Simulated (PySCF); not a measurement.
C₂H₇S (cation, charge +1), SMILES C[SH+]C at its B3LYP/def2-SVP optimised geometry (Å):

```
10

C     -0.7922     1.1331     0.0000
S     -0.3359    -0.6340     0.0000
C      1.4890    -0.6340     0.0000
H     -0.2496     1.6763    -0.7843
H     -1.8794     1.1763    -0.1558
H     -0.5462     1.5159     1.0003
H     -0.5567    -0.9189    -1.3121
H      1.8794     0.0250    -0.7862
H      1.8026    -1.6763    -0.1528
H      1.7982    -0.2972     0.9993
```

Method: B3LYP/def2-TZVP (PySCF).

Map of the log10 of the electron density (e/bohr³), floored at −4 on the plane z = 0.6 Å:

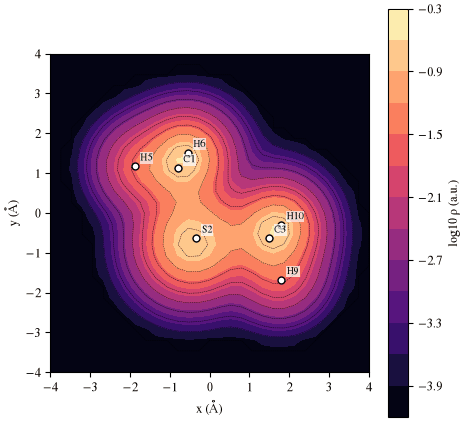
Figure: Log10 of the electron density (e/bohr³), floored at −4 on the plane z = 0.6 Å.
